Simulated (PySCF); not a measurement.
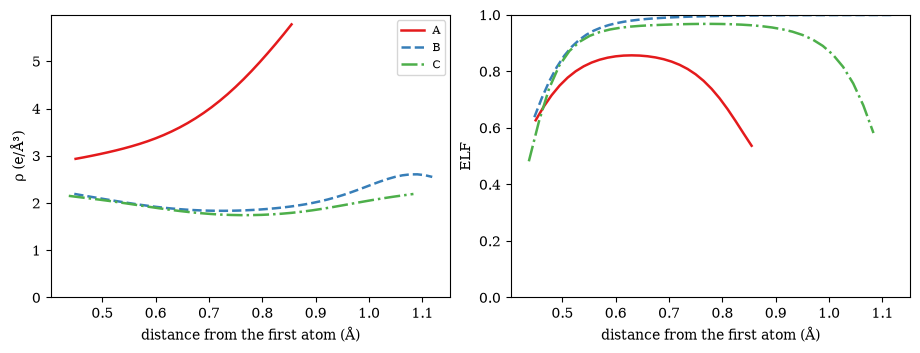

Figure. C$_{2}$H$_{2}$O$_{2}$ (SMILES O=CC=O). Electron density and electron localisation function along straight lines between neighbouring atoms. The curves leave out the atomic cores.

Geometry: PBE0-D3(BJ)/def2-SVP.

Method: PBE0/pcSseg-1, SCF density, gas phase, non-relativistic (PySCF).

```tsv
atom	x (Å)	y (Å)	z (Å)
O	1.2695	0.2061	1.1470
C	0.7559	0.0115	0.0806
C	-0.7548	-0.0089	-0.0882
O	-1.2684	-0.2144	-1.1525
H	1.3268	-0.1692	-0.8639
H	-1.3258	0.1812	0.8545
```

**Which curve belongs to which contact (C–C, C–H and C–O)? The first atom named is at distance zero.**

Curve A: C–O (1.20 Å): ρ at the midpoint is about 3.4 e/Å³; the ELF peaks at about 0.85 between the atoms; a multiple bond. Curve B: C–H (1.12 Å): ρ at the midpoint is about 2 e/Å³; the ELF climbs to about 1 towards the hydrogen, as it does in any bond to H: an ordinary covalent bond to hydrogen. Curve C: C–C (1.52 Å): the density is about 1.7 e/Å³ at the midpoint; the ELF peaks at about 0.95 between the atoms; a shared electron pair.
